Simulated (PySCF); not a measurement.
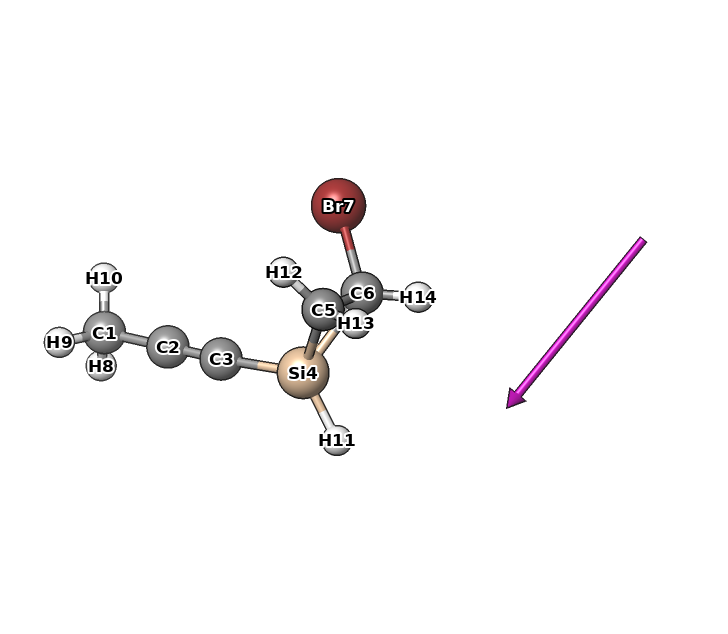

The arrow beside the molecule shows the direction of the dipole moment, from the negative to the positive end (its length means nothing). The geometry was computed by an optimisation with GFN2-xTB. No frequency run is at hand to confirm it as a minimum. Method: CAM-B3LYP/def2-SVPD, gas phase (PySCF 2.14.0).

Estimate the dipole moment.

Answer. 2.48 D; it points from the side of Br7 to the side of H9 (the outermost atoms at the two ends).

The geometry is semi-empirical. Around Br, Si such bond lengths and angles can be off by a tenth of an ångström or more and by several degrees, and values that hang on the shape move with them.
